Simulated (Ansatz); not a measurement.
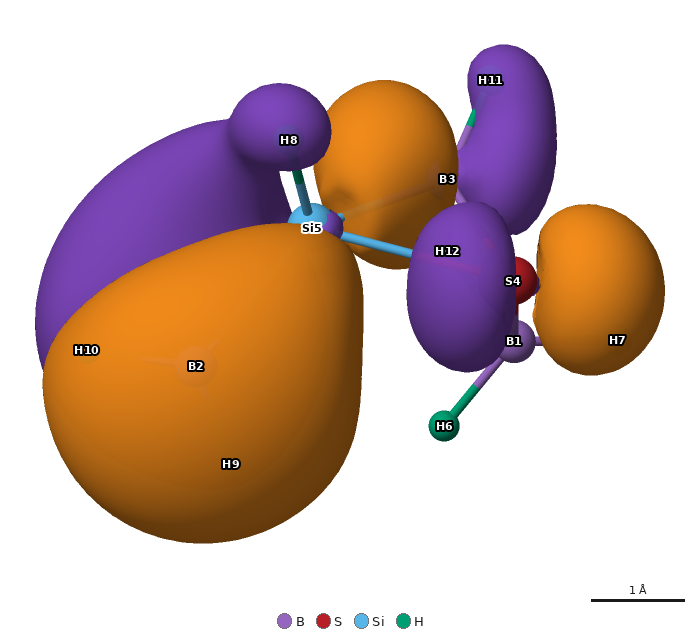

Figure. B$_{3}$H$_{7}$SSi. One frontier orbital at ±0.06 Å⁻³ᐟ² (orange and purple are the two phases), seen at a tilt.

Geometry: r2SCAN-D4/def2-SVP.

Method: Ansatz 0.2.0, isolated molecule in a Gaussian basis; Kohn-Sham density functional theory, functional PBE0.

Input file:

```
crystal:
  periodic: [false, false, false]
  atoms:
    - {symbol: B, position_ang: [-1.069824, 0.947808, 0.847773]}
    - {symbol: B, position_ang: [-1.230414, 0.485822, -2.823204]}
    - {symbol: B, position_ang: [0.355981, -0.209757, 0.231648]}
    - {symbol: S, position_ang: [0.521422, 1.692989, 0.064862]}
    - {symbol: Si, position_ang: [0.382531, 0.292365, -1.697515]}
    - {symbol: H, position_ang: [-2.064034, 1.065743, 0.177413]}
    - {symbol: H, position_ang: [-1.089458, 1.124725, 2.039100]}
    - {symbol: H, position_ang: [1.731152, 0.298879, -2.333394]}
    - {symbol: H, position_ang: [-2.218126, 1.039463, -2.415872]}
    - {symbol: H, position_ang: [-1.248993, -0.013470, -3.922394]}
    - {symbol: H, position_ang: [1.120440, -0.856754, 0.892222]}
    - {symbol: H, position_ang: [-0.871795, -0.400103, 0.638308]}
basis:
  gaussian:
    orbitals: def2-SVPD
hamiltonian:
  xc: pbe0
output: {forces: true, orbitals: {seedname: orbitals}}
```

Launched as:

```sh
ansatz run input.yaml --threads 2 --pin off --max-ram 4350MiB --events-out events.jsonl --progress --plain --runs-dir runs
```

**Which orbital is it: HOMO or LUMO?**

The LUMO, at −2.94 eV. It lies mainly on B2 (about 55 %), Si5 (about 20 %) and S4 (about 5 %).
